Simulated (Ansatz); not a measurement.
# SiN+ (triplet): correlated methods under varied settings

Aim: run SiN+ (triplet) at one geometry under a spread of methods and options, and see what each costs and gives.

Method: the settings change from run to run; program: Ansatz 0.2.0, Gaussian basis.

10 further runs of the same task are left out: 4 for a known fault of the program, 2 that didn't finish, 4 set aside as unsound or not needed.

## 1. The geometry

The geometry is a PBE0/def2-TZVP stationary point (not a proven minimum) of the parent state, kept for this charge and spin.

2 atoms, charge 1, spin multiplicity 3.

Atoms are counted from 1 here; the program's logs count them from 0.

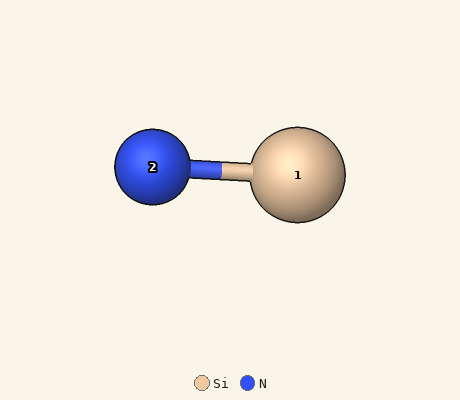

The structure; silicon light orange, nitrogen blue; atoms are numbered from 1 in the order of the file.

## 2. MRCISD+Q(relaxed)(12,8)/6-31G

Input file in.yaml:

```yaml
crystal:
  periodic: [false, false, false]
  atoms:
    - {symbol: Si, position_ang: [0.000000, 0.000000, 0.000000]}
    - {symbol: N, position_ang: [0.000000, 0.000000, 1.557600]}
basis:
  gaussian: {orbitals: 6-31G}
total_charge: 1
magnetization: {spin_polarized: false, initial_magnetization: 2}
correlation: {method: fic_mrcisd_q_relaxed, electrons: all, active_space: {window: {electrons: 12, orbitals: 8}}}
scf: {lower_state_search: off}
```

On the command line:

```
> ansatz run in.yaml --threads 1 --pin off --events-out ev --progress --plain --max-ram 2393MiB
```

Output (excerpt; [...] marks lines left out):

```text
Functional definition: HF
  name "HF"
  cite "Fock, Z. Phys. 61, 126 (1930) doi:10.1007/BF01340294"
  parent pbe
[...]
272 factors; integrals over basis functions are off by at most 1.0e-4 eV
[...]
mean field -9329.65637367 eV, -342.8585478642 hartree, gradient 3.5e-6 eV, S^2 2.000000; 0 other end points of the search recorded, 0 dependent functions left out
reference -9329.65637367 eV, -342.8585478642 hartree; 11, 9 occupied and 11, 13 virtual orbitals, 272 factors
state -9330.67685926 eV, -342.8960500180 hartree
contracted CI cycle   1: correlation 0.00000000 eV, 0.0000000000 hartree, residual 1.36e1 eV
contracted CI cycle   2: correlation -2.46478629 eV, -0.0905792255 hartree, residual 3.52e0 eV
contracted CI cycle   3: correlation -2.65328739 eV, -0.0975065130 hartree, residual 1.77e0 eV
contracted CI cycle   4: correlation -2.70873725 eV, -0.0995442581 hartree, residual 8.19e-1 eV
contracted CI cycle   5: correlation -2.72265814 eV, -0.1000558412 hartree, residual 3.65e-1 eV
contracted CI cycle   6: correlation -2.72506521 eV, -0.1001442992 hartree, residual 1.56e-1 eV
contracted CI cycle   7: correlation -2.72554937 eV, -0.1001620921 hartree, residual 7.98e-2 eV
contracted CI cycle   8: correlation -2.72570846 eV, -0.1001679383 hartree, residual 4.15e-2 eV
contracted CI cycle   9: correlation -2.72574604 eV, -0.1001693194 hartree, residual 2.13e-2 eV
contracted CI cycle  10: correlation -2.72575273 eV, -0.1001695653 hartree, residual 9.57e-3 eV
contracted CI cycle  11: correlation -2.72575398 eV, -0.1001696113 hartree, residual 4.84e-3 eV
contracted CI cycle  12: correlation -2.72575431 eV, -0.1001696232 hartree, residual 1.68e-3 eV
state -9330.67685926 eV, -342.8960500180 hartree; corrected -9333.61212789 eV, -343.0039191504 hartree
WARN: 2 active orbitals are nearly empty or full. The corrections depend on them more than the energy does, and are more stable in an active space without them
Total energy: -9333.61212789 eV, -343.0039191504 hartree
Checks for a lower state left out: stability, starts, cluster_reference, orbital_swaps, neighbouring_geometries, increment
```

It took 3.2 s on 1 thread of Arm Neoverse V1, shared host.

From the report: 384 determinants; active occupations 2.00, 2.00, 2.00, 1.96, 1.92, 1.03, 1.00, 0.09. The report marks this result as in doubt.

## 3. MRCISD+Q(8,5)/6-31G

Input file in.yaml:

```yaml
crystal:
  periodic: [false, false, false]
  atoms:
    - {symbol: Si, position_ang: [0.000000, 0.000000, 0.000000]}
    - {symbol: N, position_ang: [0.000000, 0.000000, 1.557600]}
basis:
  gaussian: {orbitals: 6-31G}
total_charge: 1
magnetization: {spin_polarized: false, initial_magnetization: 2}
correlation: {method: fic_mrcisd_q, electrons: all, active_space: {window: {electrons: 8, orbitals: 5}, states: [{multiplicity: 3, weights: [1, 1, 1, 0.5]}]}}
accuracy: high
```

Same command.

Output:

```text
Functional definition: HF
  name "HF"
  cite "Fock, Z. Phys. 61, 126 (1930) doi:10.1007/BF01340294"
  parent pbe
  exchange = exact_x
  correlation = 0
468 factors; integrals over basis functions are off by at most 3.4e-9 eV
mean field evaluation 1: about -9320.9844 eV, gradient 4.5e1 eV
mean field evaluation 2: about -9321.0744 eV, gradient 4.5e1 eV
mean field evaluation 4: about -9328.4711 eV, gradient 4.6e0 eV
mean field evaluation 8: about -9329.6068 eV, gradient 1.5e0 eV
mean field evaluation 16: about -9329.6565 eV, gradient 5.3e-3 eV
mean field evaluation 32: about -9329.4839 eV, gradient 2.1e0 eV
mean field evaluation 64: about -9323.4361 eV, gradient 9.5e-5 eV
mean field evaluation 96: about -9329.6229 eV, gradient 7.4e-1 eV
mean field evaluation 128: about -9329.6474 eV, gradient 7.6e-1 eV
mean field evaluation 160: about -9316.7305 eV, gradient 5.2e1 eV
mean field evaluation 192: about -9329.3999 eV, gradient 1.5e-2 eV
mean field -9329.65651746 eV, -342.8585531483 hartree, gradient 6.5e-8 eV, S^2 2.000000; 13 other end points of the search recorded, 0 dependent functions left out
reference -9329.65651746 eV, -342.8585531483 hartree; 11, 9 occupied and 11, 13 virtual orbitals, 468 factors
state -9329.46366681 eV, -342.8514660177 hartree
state -9329.46366681 eV, -342.8514660177 hartree
state -9329.21380523 eV, -342.8422837740 hartree
state -9324.46710371 eV, -342.6678457106 hartree
contracted CI cycle   1: correlation 0.00000000 eV, 0.0000000000 hartree, residual 1.51e1 eV
contracted CI cycle   2: correlation -3.11892152 eV, -0.1146182517 hartree, residual 3.77e0 eV
contracted CI cycle   3: correlation -3.48268590 eV, -0.1279863461 hartree, residual 1.48e0 eV
contracted CI cycle   4: correlation -3.53050937 eV, -0.1297438262 hartree, residual 5.94e-1 eV
contracted CI cycle   5: correlation -3.53598055 eV, -0.1299448885 hartree, residual 2.00e-1 eV
contracted CI cycle   6: correlation -3.53695243 eV, -0.1299806044 hartree, residual 8.05e-2 eV
contracted CI cycle   7: correlation -3.53705758 eV, -0.1299844686 hartree, residual 3.11e-2 eV
contracted CI cycle   8: correlation -3.53706947 eV, -0.1299849056 hartree, residual 9.33e-3 eV
contracted CI cycle   9: correlation -3.53707043 eV, -0.1299849409 hartree, residual 2.66e-3 eV
contracted CI cycle  10: correlation -3.53707052 eV, -0.1299849442 hartree, residual 6.59e-4 eV
contracted CI cycle  11: correlation -3.53707053 eV, -0.1299849443 hartree, residual 2.09e-4 eV
contracted CI cycle  12: correlation -3.53707053 eV, -0.1299849444 hartree, residual 4.95e-5 eV
contracted CI cycle  13: correlation -3.53707053 eV, -0.1299849444 hartree, residual 1.33e-5 eV
contracted CI cycle  14: correlation -3.53707053 eV, -0.1299849444 hartree, residual 3.97e-6 eV
contracted CI cycle  15: correlation -3.53707053 eV, -0.1299849444 hartree, residual 1.21e-6 eV
contracted CI cycle   1: correlation 0.00000000 eV, 0.0000000000 hartree, residual 1.51e1 eV
contracted CI cycle   2: correlation -3.11892152 eV, -0.1146182517 hartree, residual 3.77e0 eV
contracted CI cycle   3: correlation -3.48268590 eV, -0.1279863461 hartree, residual 1.48e0 eV
contracted CI cycle   4: correlation -3.53050937 eV, -0.1297438262 hartree, residual 5.94e-1 eV
contracted CI cycle   5: correlation -3.53598055 eV, -0.1299448885 hartree, residual 2.00e-1 eV
contracted CI cycle   6: correlation -3.53695243 eV, -0.1299806044 hartree, residual 8.05e-2 eV
contracted CI cycle   7: correlation -3.53705758 eV, -0.1299844686 hartree, residual 3.11e-2 eV
contracted CI cycle   8: correlation -3.53706947 eV, -0.1299849056 hartree, residual 9.33e-3 eV
contracted CI cycle   9: correlation -3.53707043 eV, -0.1299849409 hartree, residual 2.66e-3 eV
contracted CI cycle  10: correlation -3.53707052 eV, -0.1299849442 hartree, residual 6.59e-4 eV
contracted CI cycle  11: correlation -3.53707053 eV, -0.1299849443 hartree, residual 2.09e-4 eV
contracted CI cycle  12: correlation -3.53707053 eV, -0.1299849444 hartree, residual 4.95e-5 eV
contracted CI cycle  13: correlation -3.53707053 eV, -0.1299849444 hartree, residual 1.33e-5 eV
contracted CI cycle  14: correlation -3.53707053 eV, -0.1299849444 hartree, residual 3.97e-6 eV
contracted CI cycle  15: correlation -3.53707053 eV, -0.1299849444 hartree, residual 1.21e-6 eV
state -9329.46366681 eV, -342.8514660177 hartree; corrected -9333.35734554 eV, -342.9945560717 hartree
state -9329.46366681 eV, -342.8514660177 hartree; corrected -9333.35734554 eV, -342.9945560717 hartree
contracted CI cycle   1: correlation 0.00000000 eV, 0.0000000000 hartree, residual 1.43e1 eV
contracted CI cycle   2: correlation -2.87962998 eV, -0.1058244499 hartree, residual 3.30e0 eV
contracted CI cycle   3: correlation -3.05465556 eV, -0.1122565213 hartree, residual 1.06e0 eV
contracted CI cycle   4: correlation -3.07504860 eV, -0.1130059517 hartree, residual 3.04e-1 eV
contracted CI cycle   5: correlation -3.07685190 eV, -0.1130722219 hartree, residual 1.08e-1 eV
contracted CI cycle   6: correlation -3.07701203 eV, -0.1130781066 hartree, residual 3.18e-2 eV
contracted CI cycle   7: correlation -3.07702730 eV, -0.1130786674 hartree, residual 1.07e-2 eV
contracted CI cycle   8: correlation -3.07702862 eV, -0.1130787161 hartree, residual 3.16e-3 eV
contracted CI cycle   9: correlation -3.07702872 eV, -0.1130787199 hartree, residual 8.36e-4 eV
contracted CI cycle  10: correlation -3.07702873 eV, -0.1130787202 hartree, residual 2.80e-4 eV
contracted CI cycle  11: correlation -3.07702873 eV, -0.1130787203 hartree, residual 9.41e-5 eV
contracted CI cycle  12: correlation -3.07702873 eV, -0.1130787203 hartree, residual 2.56e-5 eV
contracted CI cycle  13: correlation -3.07702873 eV, -0.1130787203 hartree, residual 7.65e-6 eV
state -9329.21380523 eV, -342.8422837740 hartree; corrected -9332.53438138 eV, -342.9643126968 hartree
contracted CI cycle   1: correlation 0.00000000 eV, 0.0000000000 hartree, residual 1.81e1 eV
contracted CI cycle   2: correlation -5.35300940 eV, -0.1967194670 hartree, residual 5.17e0 eV
contracted CI cycle   3: correlation -6.03979121 eV, -0.2219582329 hartree, residual 1.80e0 eV
contracted CI cycle   4: correlation -6.12545625 eV, -0.2251063654 hartree, residual 9.27e-1 eV
contracted CI cycle   5: correlation -6.13977515 eV, -0.2256325751 hartree, residual 3.16e-1 eV
contracted CI cycle   6: correlation -6.14158392 eV, -0.2256990461 hartree, residual 9.60e-2 eV
contracted CI cycle   7: correlation -6.14174307 eV, -0.2257048949 hartree, residual 3.10e-2 eV
contracted CI cycle   8: correlation -6.14175617 eV, -0.2257053761 hartree, residual 8.51e-3 eV
contracted CI cycle   9: correlation -6.14175702 eV, -0.2257054074 hartree, residual 2.30e-3 eV
contracted CI cycle  10: correlation -6.14175708 eV, -0.2257054096 hartree, residual 6.08e-4 eV
contracted CI cycle  11: correlation -6.14175708 eV, -0.2257054098 hartree, residual 1.77e-4 eV
contracted CI cycle  12: correlation -6.14175708 eV, -0.2257054098 hartree, residual 6.15e-5 eV
contracted CI cycle  13: correlation -6.14175708 eV, -0.2257054098 hartree, residual 2.06e-5 eV
contracted CI cycle  14: correlation -6.14175708 eV, -0.2257054098 hartree, residual 6.50e-6 eV
contracted CI cycle  15: correlation -6.14175708 eV, -0.2257054098 hartree, residual 2.60e-6 eV
contracted CI cycle  16: correlation -6.14175708 eV, -0.2257054098 hartree, residual 8.65e-7 eV
contracted CI cycle  17: correlation -6.14175708 eV, -0.2257054098 hartree, residual 2.55e-7 eV
contracted CI cycle  18: correlation -6.14175708 eV, -0.2257054098 hartree, residual 7.92e-8 eV
state -9324.46710371 eV, -342.6678457106 hartree; corrected -9332.61579007 eV, -342.9673044111 hartree
Total energy: -9333.01627643 eV, -342.9820220131 hartree
```

Run time: 2.5 s. Hardware: 1 thread of Arm Neoverse V1, shared host.

From the report: 6 determinants; active occupations (of the averaged states) 2.00, 1.86, 1.43, 1.43, 1.29.

## 4. NEVPT2(4,7)/def2-mTZVP

Input file in.yaml:

```yaml
crystal:
  periodic: [false, false, false]
  atoms:
    - {symbol: Si, position_ang: [0.000000, 0.000000, 0.000000]}
    - {symbol: N, position_ang: [0.000000, 0.000000, 1.557600]}
basis:
  gaussian: {orbitals: def2-mTZVP}
total_charge: 1
magnetization: {spin_polarized: false, initial_magnetization: 2}
correlation: {method: sc_nevpt2, electrons: valence, active_space: {window: {electrons: 4, orbitals: 7}}}
```

Same command.

Output (excerpt; [...] marks lines left out):

```text
Functional definition: HF
  name "HF"
  cite "Fock, Z. Phys. 61, 126 (1930) doi:10.1007/BF01340294"
  parent pbe
[...]
336 factors; integrals over basis functions are off by at most 1.1e-3 eV
[...]
mean field -9332.52216315 eV, -342.9638636852 hartree, gradient 1.2e-6 eV, S^2 2.000000; 12 other end points of the search recorded, 0 dependent functions left out
reference -9332.52216315 eV, -342.9638636852 hartree; 11, 9 occupied and 30, 32 virtual orbitals, 336 factors
state -9333.75284049 eV, -343.0090902431 hartree
state -9333.75284049 eV, -343.0090902431 hartree; corrected -9336.70882565 eV, -343.1177206940 hartree
state -9333.66787375 eV, -343.0059677729 hartree
state -9333.66787375 eV, -343.0059677729 hartree; corrected -9337.08560402 eV, -343.1315670437 hartree
state -9333.66787375 eV, -343.0059677729 hartree; corrected -9337.08560402 eV, -343.1315670437 hartree
state -9333.68047704 eV, -343.0064309355 hartree
state -9333.68047704 eV, -343.0064309355 hartree; corrected -9337.29864080 eV, -343.1393960011 hartree
state -9333.68047704 eV, -343.0064309355 hartree; corrected -9337.29864080 eV, -343.1393960011 hartree
the orbitals are reached from a further start. From the first start the search ends at -9333.66753085 eV, -343.0059551718 hartree
WARN: the results are in doubt because another end's mean lies 0.072 eV lower, and its corrected mean 0.590 eV higher
Total energy: -9337.29864080 eV, -343.1393960011 hartree
In doubt: another end's mean lies 0.072 eV lower, and its corrected mean 0.590 eV higher
```

It took 8 s on 1 thread of Arm Neoverse V1, shared host.

From the report: 441 determinants; active occupations 1.89, 1.00, 1.00, 0.05, 0.05, 0.01, 0.00. The program marks this result as in doubt; its last lines say why.

## 5. CCSDT/cc-pVDZ

Input file in.yaml:

```yaml
crystal:
  periodic: [false, false, false]
  atoms:
    - {symbol: Si, position_ang: [0.000000, 0.000000, 0.000000]}
    - {symbol: N, position_ang: [0.000000, 0.000000, 1.557600]}
basis:
  gaussian: {orbitals: cc-pVDZ}
total_charge: 1
magnetization: {spin_polarized: true, initial_magnetization: 2}
hamiltonian: {xc: {name: PBE}}
correlation: {method: ccsdt, electrons: all, diis_vectors: 2}
```

Launched as before.

Output (excerpt; [...] marks lines left out):

```text
Functional definition: PBE
  name "PBE"
  cite "Perdew, Burke & Ernzerhof, Phys. Rev. Lett. 77, 3865 (1996) doi:10.1103/PhysRevLett.77.3865"
  parent pbe
[...]
576 factors; integrals over basis functions are off by at most 1.9e-7 eV
[...]
mean field -9347.79293758 eV, -343.5250542946 hartree, gradient 1.0e-6 eV, S^2 2.008153; 7 other end points of the search recorded, 0 dependent functions left out
reference -9331.08029399 eV, -342.9108759709 hartree; 11, 9 occupied and 21, 23 virtual orbitals, 576 factors
second order -5.73454653 eV of doubles, -0.42317639 eV of singles
cycle   1  -5.89324432 eV  change    2.7e-1 eV  update   1.2e-1
[...]
cycle  28  -6.61142337 eV  change    2.8e-7 eV  update   2.3e-6
Total energy: -9337.69171737 eV, -343.1538412984 hartree
```

It took 29 s on 1 thread of Arm Neoverse V1, shared host.

From the report: ⟨S²⟩ of the determinant 2.008 (pure triplet: 2.00); correlation -6.6114 eV; T1 0.015; largest double amplitude 0.10. The orbitals are Kohn-Sham ones, so correlation energy and T1 don't compare with those on Hartree-Fock orbitals.

## 6. BCCD on UHF/aug-cc-pVDZ

Input file in.yaml:

```yaml
crystal:
  periodic: [false, false, false]
  atoms:
    - {symbol: Si, position_ang: [0.000000, 0.000000, 0.000000]}
    - {symbol: N, position_ang: [0.000000, 0.000000, 1.557600]}
basis:
  gaussian: {orbitals: aug-cc-pVDZ, point_charges: [{charge: 0.50, position_ang: [3.543, 0.684, 0.753]}]}
total_charge: 1
magnetization: {spin_polarized: true, initial_magnetization: 2}
correlation: {method: bccd, electrons: valence, diis_vectors: 1}
accuracy: high
output: {forces: true}
```

Launched as before.

Output (excerpt; [...] marks lines left out):

```text
Functional definition: HF
  name "HF"
  cite "Fock, Z. Phys. 61, 126 (1930) doi:10.1007/BF01340294"
  parent pbe
[...]
881 factors; integrals over basis functions are off by at most 3.7e-9 eV
[...]
mean field -9330.37690911 eV, -342.8850270531 hartree, gradient 1.9e-8 eV, S^2 2.131150; 13 other end points of the search recorded, 0 dependent functions left out
determinant -9330.37690911 eV, -342.8850270531 hartree, with singles and doubles -9335.46421260 eV, -343.0719820082 hartree
determinant -9330.21543566 eV, -342.8790930134 hartree, with singles and doubles -9335.28244648 eV, -343.0653022266 hartree
determinant -9330.19731082 eV, -342.8784269378 hartree, with singles and doubles -9335.52573419 eV, -343.0742428847 hartree
determinant -9330.19656120 eV, -342.8783993897 hartree, with singles and doubles -9335.11628049 eV, -343.0591957388 hartree
[...]
determinant -9330.12004424 eV, -342.8755874432 hartree, with singles and doubles -9335.51457438 eV, -343.0738327694 hartree
6 core orbitals not correlated: weight in the atoms' cores, before any rotation towards them, 1.000 or more for the frozen orbitals, at most 0.000 for the correlated occupied ones
reference -9330.19731082 eV, -342.8784269378 hartree; 5, 3 occupied and 39, 41 virtual orbitals, 881 factors
second order -4.31544402 eV of doubles, -0.00000000 eV of singles
cycle   1  -5.38270823 eV  change    2.2e-2 eV  update   6.8e-2
[...]
cycle 246  -5.37620261 eV  change   5.3e-12 eV  update  2.3e-10
WARN: the results are in doubt because among natural orbitals full CI differs from the method by -0.143 eV
[...]
Total energy: -9335.57351343 eV, -343.0759987394 hartree
Atom 0 at     0.000000     0.000000     0.000000 Å, force    -0.470680    -0.090868    -6.894878 eV/Å
Atom 1 at     0.000000     0.000000     1.557600 Å, force     0.048623     0.009387     6.783801 eV/Å
Dipole moment:    -0.156263    -0.030168    -0.470070 e Å
In doubt: among natural orbitals full CI differs from the method by -0.143 eV
```

It took 45 s on 1 thread of Arm Neoverse V1, shared host; peak memory 0.32 GiB.

From the report: ⟨S²⟩ of the determinant 2.104 (pure triplet: 2.00); correlation -5.3762 eV; largest double amplitude 0.07. Mind the lines of doubt at the end of the log.

## 7. The runs in one table

 † marks a result that the program doubts.

| level | correlated | functions | energy (eV) | time |
| --- | --- | --- | --- | --- |
| MRCISD+Q(relaxed)(12,8)/6-31G † | all | 22 | -9333.6121 | 3.2 s |
| MRCISD+Q(8,5)/6-31G (mean of several states) | all | 22 | -9333.0163 | 2.5 s |
| NEVPT2(4,7)/def2-mTZVP † | valence | 41 | -9337.2986 | 8 s |
| CCSDT/cc-pVDZ (on PBE orbitals) | all | 32 | -9337.6917 | 29 s |
| BCCD on UHF/aug-cc-pVDZ (beside a point charge) † | valence | 50 | -9335.5735 | 45 s |

## 8. Summary of results

| quantity | value |
| --- | --- |
| runs | 5 |
| quickest | MRCISD+Q(8,5)/6-31G (mean of several states), 2.5 s |
| slowest | BCCD on UHF/aug-cc-pVDZ (beside a point charge) †, 45 s |

Total energies in different bases, with other cores or another treatment of relativity can't be set against each other. BCCD on UHF/aug-cc-pVDZ (beside a point charge) † took 18 times as long as MRCISD+Q(8,5)/6-31G (mean of several states); the jobs differ in more than the method.
